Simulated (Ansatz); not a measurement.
# C2H8GeO: rigid torsion scan, by script

Aim: a rigid torsion scan, for C2H8GeO, run from a script. SMILES: C[CH](O)[GeH3].

Computed with Ansatz 0.2.0 through its Python package. Level of theory: PBE/def2-SVP.

### 1 The system

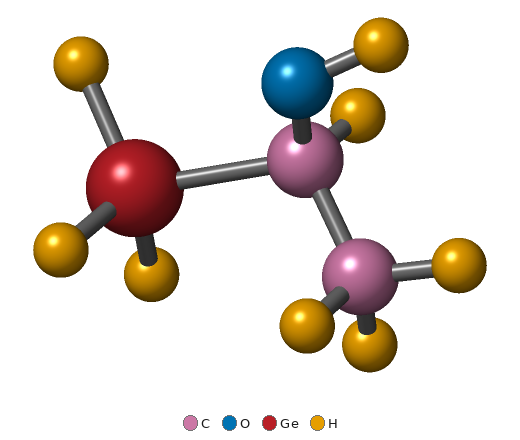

The starting structure, viewed from a chosen angle; carbon pink, oxygen blue, germanium red, hydrogen amber.

The script holds or builds the structure itself.

### 2 The script

c2h8geo_torsion.py

```python
'''Rigid torsion scan of C2H8GeO.'''

import warnings

import ansatz as az
from ase import Atoms

warnings.simplefilter('ignore', az.DeckWarning)

atoms = Atoms(['C', 'C', 'O', 'Ge', 'H', 'H', 'H', 'H', 'H', 'H', 'H', 'H'], positions=[
    [-0.9075, 0.9597, 0.0326],
    [-0.1617, -0.2081, 0.4983],
    [0.658, 0.162, 1.539],
    [0.9963, -0.8968, -0.9671],
    [-1.6171, 0.7085, -0.8398],
    [-1.5876, 1.4075, 0.8469],
    [-0.2434, 1.8139, -0.3108],
    [-0.8181, -0.9918, 0.8187],
    [0.1253, 0.2588, 2.4042],
    [1.9085, 0.1887, -1.4249],
    [-0.015, -1.3253, -2.112],
    [1.7394, -2.1322, -0.451],
])

# relax first, so that the scan starts from a minimum
first = (
    az.Crystal.molecule_from_ase(atoms).calculation()
    .basis(gaussian='def2-SVP')
    .functional('PBE')
    .scf(lower_state_search='light')
    .relax(force_tolerance=0.02, max_steps=80)
)
atoms.positions = first.run(threads=1).report['positions_ang']

start = atoms.get_dihedral(0, 1, 3, 9)
energies = {}
for turn in range(0, 121, 20):
    turned = atoms.copy()
    turned.set_dihedral(0, 1, 3, 9, start + turn, indices=[3, 9, 10, 11])
    model = az.Crystal.molecule_from_ase(turned).calculation()
    model = model.basis(gaussian='def2-SVP').functional('PBE')
    model = model.scf(lower_state_search='light')
    energies[round((start + turn) % 360)] = model.run(threads=1).report['free_energy_ev']
floor = min(energies.values())
print('dihedral C0-C1-Ge3-H9 (deg)   E - E(min) (kJ/mol)')
for angle, e in sorted(energies.items()):
    print(f'{angle:8d} {96.485332 * (e - floor):14.3f}  ' + '#' * int(30 * (e - floor) / max(max(energies.values()) - floor, 1e-9)))
```

### 3 The calls as engine input

The package turns the script's settings into the engine's input (first run):

```yaml
crystal:
  periodic: [false, false, false]
  atoms:
    - { symbol: C, position_ang: [-0.9075, 0.9597, 0.0326] }
    - { symbol: C, position_ang: [-0.1617, -0.2081, 0.4983] }
    - { symbol: O, position_ang: [0.658, 0.162, 1.539] }
    - { symbol: Ge, position_ang: [0.9963, -0.8968, -0.9671] }
    - { symbol: H, position_ang: [-1.6171, 0.7085, -0.8398] }
    - { symbol: H, position_ang: [-1.5876, 1.4075, 0.8469] }
    - { symbol: H, position_ang: [-0.2434, 1.8139, -0.3108] }
    - { symbol: H, position_ang: [-0.8181, -0.9918, 0.8187] }
    - { symbol: H, position_ang: [0.1253, 0.2588, 2.4042] }
    - { symbol: H, position_ang: [1.9085, 0.1887, -1.4249] }
    - { symbol: H, position_ang: [-0.015, -1.3253, -2.112] }
    - { symbol: H, position_ang: [1.7394, -2.1322, -0.451] }
basis:
  gaussian:
    orbitals: def2-SVP
hamiltonian:
  xc: pbe
scf:
  lower_state_search: light
relax:
  f_tol: 0.02
  max_steps: 80
```

### 4 The run

Run with:

```sh
> python c2h8geo_torsion.py
```

The log of the run:

```text
dihedral C0-C1-Ge3-H9 (deg)   E - E(min) (kJ/mol)
      59          0.000
      79          1.555  #######
      99          4.813  ######################
     119          6.556  ##############################
     139          4.956  ######################
     159          1.691  #######
     179          0.083
```

Wall time 47 s (1 thread of Arm Neoverse V2, shared host); peak memory 0.23 GiB.

### 5 The relaxation of run 0, step by step

The steps of the relaxation:

| step | E - E(step 1) (eV) | largest force component (eV/Å) |
| --- | --- | --- |
| 1 | 0.0000 | 3.1633 |
| 2 | -0.3276 | 0.9662 |
| 3 | -0.3710 | 0.2006 |
| 4 | -0.3758 | 0.0614 |
| 5 | -0.3775 | 0.1003 |
| 6 | -0.3783 | 0.0305 |
| 7 | -0.3784 | 0.0046 |

Step 1 is the start.

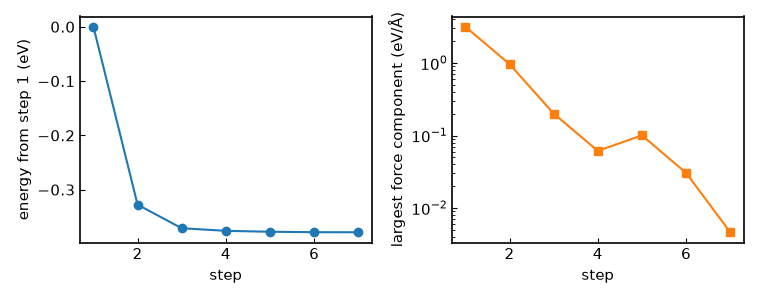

Energy and largest force along the relaxation.

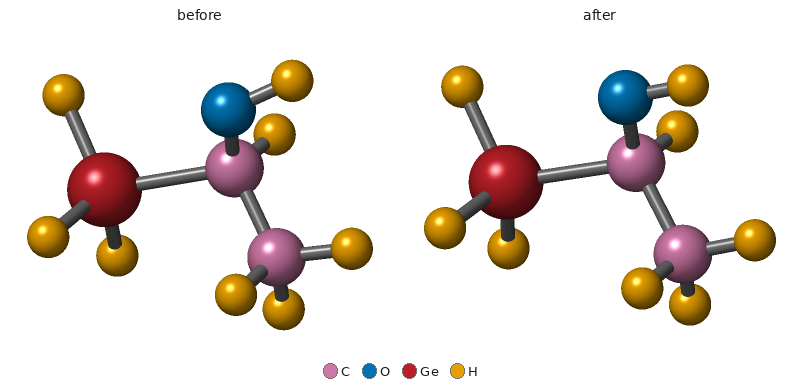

Before and after, at one scale.

Before: Bond lengths: C1–C2 1.462 Å, C2–O3 1.375 Å, C2–Ge4 1.991 Å, C1–H5 1.152 Å, C1–H6 1.152 Å, C1–H7 1.135 Å, C2–H8 1.071 Å, O3–H9 1.021 Å, Ge4–H10 1.490 Å, Ge4–H11 1.587 Å, Ge4–H12 1.531 Å. Angles (14 of 19 angles, heavy atoms first): C1–C2–O3 109.3°, C1–C2–Ge4 109.8°, O3–C2–Ge4 107.7°, C1–C2–H8 111.5°, O3–C2–H8 109.6°, Ge4–C2–H8 108.9°, C2–C1–H5 112.4°, C2–C1–H6 112.7°, C2–C1–H7 113.5°, C2–O3–H9 110.8°, C2–Ge4–H10 109.3°, C2–Ge4–H11 104.7°, C2–Ge4–H12 108.3°, H5–C1–H6 104.9°.

After: Bond lengths: C1–C2 1.528 Å, C2–O3 1.425 Å, C2–Ge4 1.994 Å, C1–H5 1.110 Å, C1–H6 1.114 Å, C1–H7 1.109 Å, C2–H8 1.120 Å, O3–H9 0.977 Å, Ge4–H10 1.552 Å, Ge4–H11 1.555 Å, Ge4–H12 1.550 Å. Angles (14 of 19 angles, heavy atoms first): C1–C2–O3 112.5°, C1–C2–Ge4 112.7°, O3–C2–Ge4 104.7°, C1–C2–H8 109.0°, O3–C2–H8 111.3°, Ge4–C2–H8 106.4°, C2–C1–H5 111.8°, C2–C1–H6 110.7°, C2–C1–H7 111.1°, C2–O3–H9 107.5°, C2–Ge4–H10 109.3°, C2–Ge4–H11 109.9°, C2–Ge4–H12 110.0°, H5–C1–H6 107.1°.

Run 0 is this relaxation; the runs after it count from 1.

### 6 The runs side by side

One row for each of the 7 runs:

```tsv
run	turn (°)	energy from run 1 (eV)	SCF cycles	CPU time (s)
1	0	0.0000	18	2.7
2	20	0.0161	18	2.7
3	40	0.0499	18	2.7
4	60	0.0679	18	2.7
5	80	0.0514	18	2.7
6	100	0.0175	18	2.7
7	120	0.0009	18	2.7
```

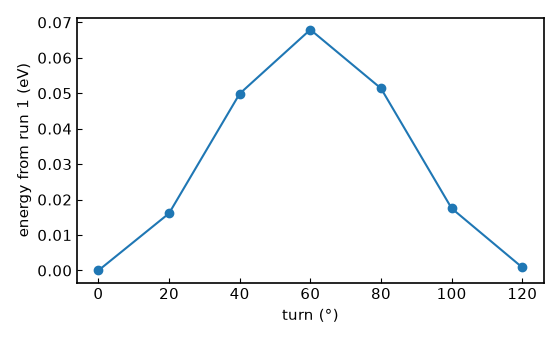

Energy against turn; lines join the points.

### 7 Results

| quantity | value |
| --- | --- |
| runs compared | 7 |
| range of energy | 0.068 eV |
| lowest point, turn (°) | 0 |

**Reading.** The lowest point lies at a turn of 0°, the highest 0.068 eV (6.6 kJ/mol) above it at 60°. The grid can miss the true lowest and highest points, and the rest of the molecule is held rigid. Run 0: The relaxation took 6 moves; the largest shift is 0.201 Å, of atom 9 (H). The scan is rigid and the energies are electronic, in a modest basis. With rigid groups the curve can differ much from the relaxed path, the start wasn't checked as a minimum of this torsion, and equivalent turns needn't return to the same energy.
